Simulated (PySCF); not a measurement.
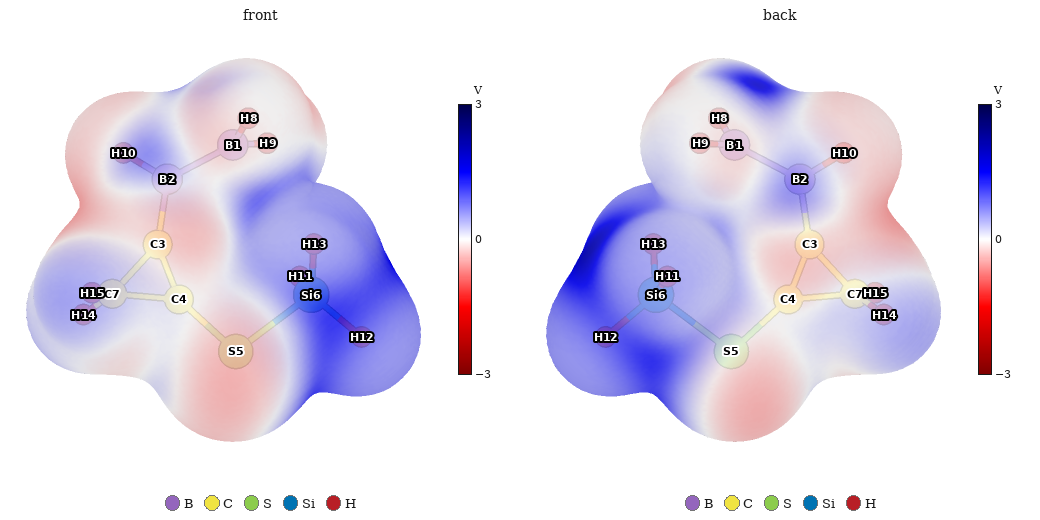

Figure 1: C3H8B2SSi (SMILES BBC1=C(S[SiH3])C1). The electrostatic potential painted on the density surface at 0.002 e/bohr³, seen from the front and from behind; red is negative and blue positive.

Geometry: GFN2-xTB.

These are results of PBE0/pcSseg-1, SCF density, gas phase, non-relativistic in PySCF 2.14.0, not measurements.

| atom | x (Å) | y (Å) | z (Å) |
| --- | --- | --- | --- |
| B | -1.3581 | 1.8316 | 0.0331 |
| B | -1.7756 | 0.2582 | -0.1048 |
| C | -0.8221 | -0.8820 | 0.1324 |
| C | 0.4092 | -1.3583 | 0.2665 |
| S | 2.1001 | -1.1951 | 0.1654 |
| Si | 2.2416 | 0.9098 | -0.3393 |
| C | -0.6587 | -2.3737 | 0.4227 |
| H | -1.4847 | 2.4301 | 1.0366 |
| H | -0.9489 | 2.4709 | -0.8647 |
| H | -2.8805 | -0.0541 | -0.3792 |
| H | 1.6623 | 1.0656 | -1.6652 |
| H | 3.6838 | 1.1062 | -0.3204 |
| H | 1.5307 | 1.6526 | 0.6892 |
| H | -0.8095 | -3.1122 | -0.3581 |
| H | -0.8939 | -2.7415 | 1.4151 |

### Which sites attract a positive test charge, and which a negative one?

A positive charge is drawn to the negative regions and a negative charge to the positive ones. The most negative region (about −0.5 V, or −12 kcal/mol for a unit charge) lies over C3 and C7, the most positive (about +1.9 V, or +44 kcal/mol for a unit charge) over Si6.

### What dipole moment does the calculation give?

Its dipole moment is 1.67 D.
